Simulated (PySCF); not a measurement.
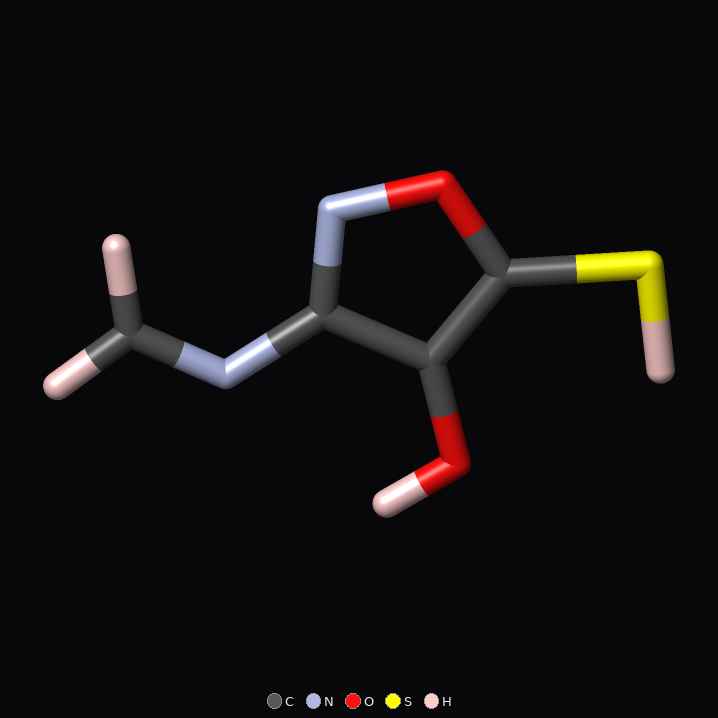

A stick model of a molecule. Every bond is drawn as one stick, whatever its order.

The computed structure is the end point of a GFN2-xTB optimisation. No frequency run is at hand to confirm it as a minimum.

Description:

The molecule is C₄H₄N₂O₂S. SMILES: `C=Nc1noc(S)c1O`. Independent rings (smallest set): 1 of 5 members, 1 of them aromatic. Among its groups: phenol, thiol, imine. This geometry has Cs symmetry. All atoms lie on one plane. Coordination: 4 C trigonal planar; 2 N bent; 2 O bent; 1 S bent.

The parts below concern this one geometry. Atoms keep their numbers from picture to picture.

### Excitation

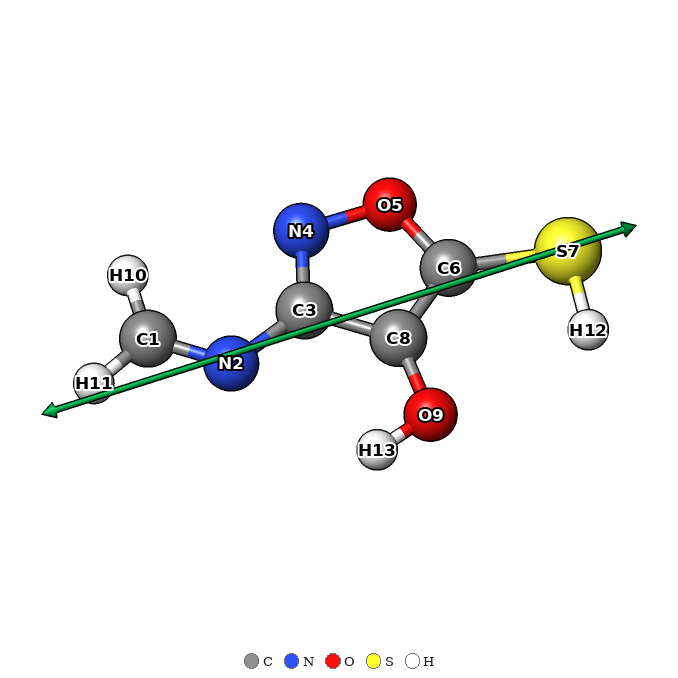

The double arrow shows the direction of the transition dipole to excited singlet state 7 (its length means nothing). No frequency run is at hand to confirm it as a minimum. Properties computed with TDDFT PBE0/def2-SVPD, vertical, gas phase, core orbitals frozen in the response (PySCF 2.14.0).

> How is the transition polarised?

In the molecular plane, nearly parallel to the N4–O5 bond.

> Where does the transition lie, and how strong is it?

5.95 eV (208 nm), oscillator strength 0.32, mainly HOMO → LUMO+2 (weight 0.89); transition dipole 3.75 D.

### Charges

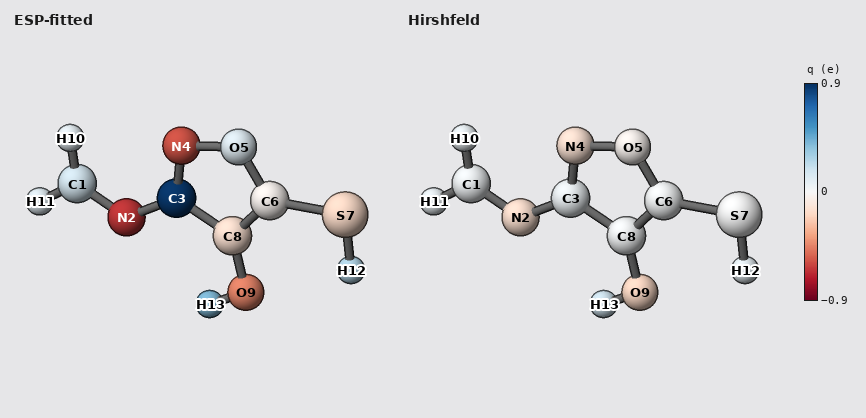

Atomic charges of one calculation by 2 schemes, on one colour scale. No frequency run is at hand to confirm it as a minimum. Method: PBE0/pcSseg-1 (PySCF 2.14.0).

> Which scheme gives the most polar picture (largest mean size of the charges)?

The ESP-fitted charges are the largest in size here.

> On which atom do the schemes disagree most?

On C3 (from 0.05 to 0.87 e).

List the charges (e), one line for each set of equivalent atoms.

```csv
atom,ESP-fitted,Hirshfeld
C1,0.16,0.03
N2,−0.63,−0.15
C3,0.87,0.05
N4,−0.56,−0.13
O5,0.11,−0.03
C6,−0.04,0.02
S7,−0.17,0.00
C8,−0.14,0.02
O9,−0.44,−0.18
H10,0.08,0.06
H11,0.10,0.06
H12,0.26,0.07
H13,0.40,0.18
```

### Ring current

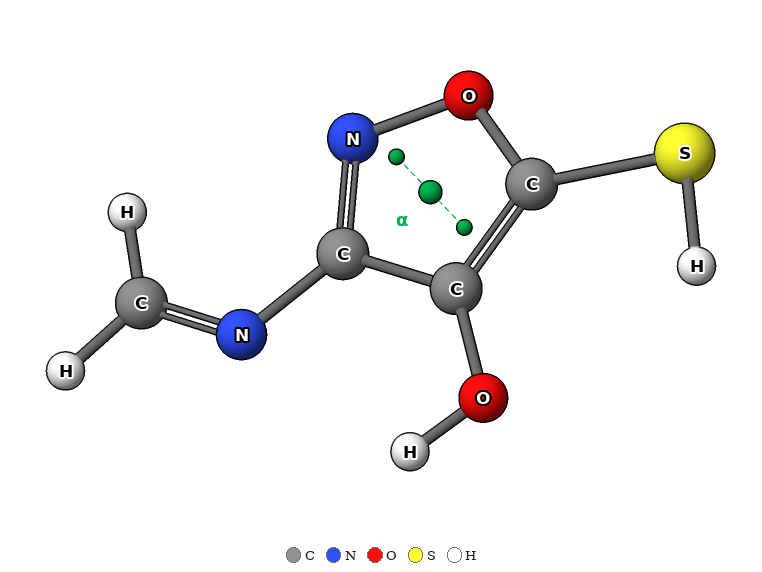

The small points mark where nucleus-independent chemical shifts (NICS) were computed: at the centre of each lettered ring and 1 Å above and below it. No frequency run is at hand to confirm it as a minimum. Method: GIAO PBE0/pcSseg-1 NMR shielding, non-relativistic, gas phase (PySCF 2.14.0).

Give NICS(0), NICS(1) and the out-of-plane component NICS(1)zz for each ring (means of the two sides).

```json
{"ring": "α", "members": "C3NO", "NICS(0)": "−11.4", "NICS(1)": "−9.5", "NICS(1)zz": "−21.5"}
```

Values in ppm.

> What do the values say about the ring currents?

Ring α: diatropic, as in an aromatic ring. NICS is one index among several.
